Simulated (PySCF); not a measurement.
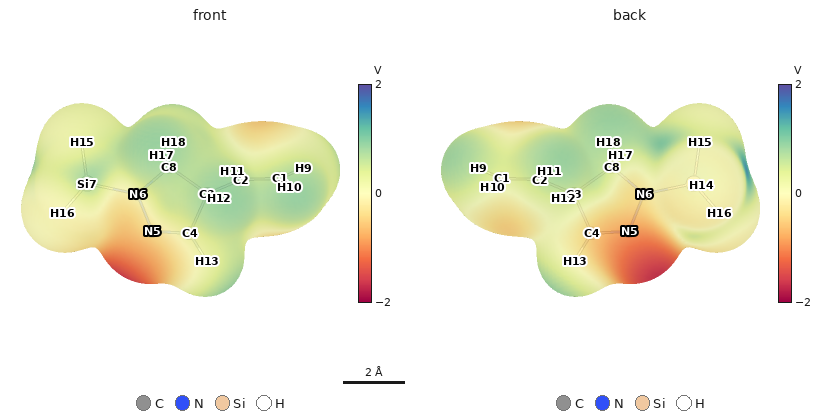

The picture shows: C₅H₁₀N₂Si. The electrostatic potential painted on the density surface at 0.002 e/bohr³, seen from the front and from behind; the colour scale runs from red (negative) to blue (positive).

Geometry: GFN2-xTB.

The calculation used PySCF, PBE0/def2-SVPD, SCF density, gas phase.

```json
{"atom": "C", "x (Å)": "-3.2227", "y (Å)": "-0.0916", "z (Å)": "0.3794"}
{"atom": "C", "x (Å)": "-1.9576", "y (Å)": "-0.4340", "z (Å)": "0.2216"}
{"atom": "C", "x (Å)": "-0.8501", "y (Å)": "0.5390", "z (Å)": "-0.0312"}
{"atom": "C", "x (Å)": "-0.2905", "y (Å)": "0.3831", "z (Å)": "-1.4360"}
{"atom": "N", "x (Å)": "0.9462", "y (Å)": "0.1041", "z (Å)": "-1.4665"}
{"atom": "N", "x (Å)": "1.4594", "y (Å)": "0.0243", "z (Å)": "-0.2264"}
{"atom": "Si", "x (Å)": "3.1197", "y (Å)": "-0.4117", "z (Å)": "-0.0137"}
{"atom": "C", "x (Å)": "0.4242", "y (Å)": "0.2626", "z (Å)": "0.7879"}
{"atom": "H", "x (Å)": "-3.9961", "y (Å)": "-0.8227", "z (Å)": "0.5409"}
{"atom": "H", "x (Å)": "-3.5377", "y (Å)": "0.9389", "z (Å)": "0.3530"}
{"atom": "H", "x (Å)": "-1.6607", "y (Å)": "-1.4747", "z (Å)": "0.2445"}
{"atom": "H", "x (Å)": "-1.2207", "y (Å)": "1.5590", "z (Å)": "0.1117"}
{"atom": "H", "x (Å)": "-0.8698", "y (Å)": "0.4907", "z (Å)": "-2.3318"}
{"atom": "H", "x (Å)": "3.3461", "y (Å)": "-1.7950", "z (Å)": "-0.4418"}
{"atom": "H", "x (Å)": "3.3373", "y (Å)": "-0.2728", "z (Å)": "1.4271"}
{"atom": "H", "x (Å)": "3.9389", "y (Å)": "0.5161", "z (Å)": "-0.7899"}
{"atom": "H", "x (Å)": "0.7101", "y (Å)": "1.1102", "z (Å)": "1.4143"}
{"atom": "H", "x (Å)": "0.3153", "y (Å)": "-0.6191", "z (Å)": "1.4253"}
```

Where is the surface potential most negative and most positive?

The most negative region (about −1.6 V) lies over N5, the most positive (about +1.3 V) over Si7. N5 is the likeliest acceptor of a hydrogen bond.

What dipole moment does the calculation give?

Its dipole moment is 2.03 D.
